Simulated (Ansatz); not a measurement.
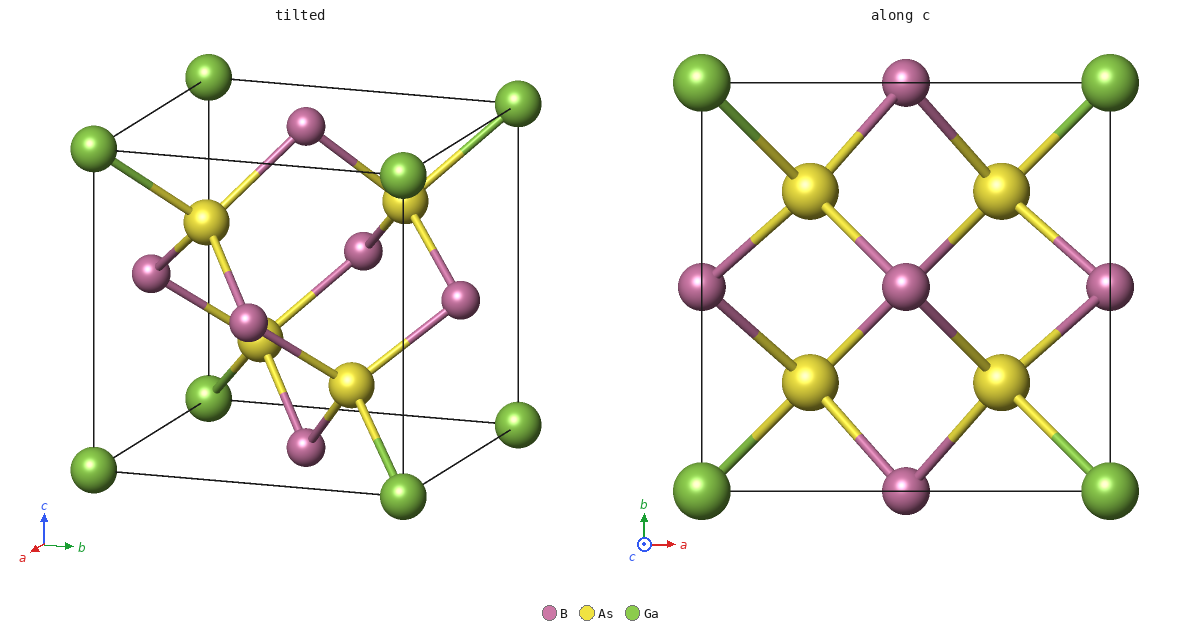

Structure drawing (ball-and-stick), viewed slightly off an axis and along the c axis. The conventional unit cell is drawn as a box.

GaB$_{3}$As$_{4}$, space group P-43m (No. 215), a = 5.021 Å, b = 5.021 Å, c = 5.021 Å, α = 90.00°, β = 90.00°, γ = 90.00°. The initial geometry was a structure type filled with these elements by a generator (whether the compound takes this form wasn't checked). Earlier steps of the study, as a rule a relaxation of our own, may have changed the cell and positions, so they can lie some per cent off the listed ones. A calculation with Ansatz used it as input.

This one geometry was computed with Ansatz (DFT, plane waves, PAW) at five levels of theory: PBE0, PBE with spin-orbit coupling, HSE06, r2SCAN and PBE. It was relaxed beforehand with r2SCAN.

Which level gives the highest pressure at this volume, and what does that say about its equilibrium volume?

Highest: PBE with spin-orbit coupling (2.3 GPa) and PBE (2.3 GPa), which points to the largest equilibrium volume. Lowest, with the smallest volume: PBE0 (-0.6 GPa) and HSE06 (-0.5 GPa). Levels within 0.5 GPa of each other can't be told apart.

How does the band gap change with the level of theory?

PBE with spin-orbit coupling: a gap of 0.44 eV, direct; PBE: a gap of 0.53 eV, direct; r2SCAN: a gap of 0.72 eV, direct; HSE06: a gap of 1.16 eV, direct; PBE0: a gap of 1.82 eV, direct.

Collect the results in a table.

| level | cutoff (eV) | k-mesh of the run's cell | gap (eV) | pressure (GPa) |
| --- | --- | --- | --- | --- |
| PBE0 | 420 | 4×4×4 | 1.82 | -0.6 |
| PBE with spin-orbit coupling | 420 | 6×6×6 | 0.44 | 2.3 |
| HSE06 | 420 | 4×4×4 | 1.16 | -0.5 |
| r2SCAN | 500 | 6×6×6 | 0.72 | 0.0 |
| PBE | 420 | 6×6×6 | 0.53 | 2.3 |

Gaps are taken on the k-mesh or band path of each run.
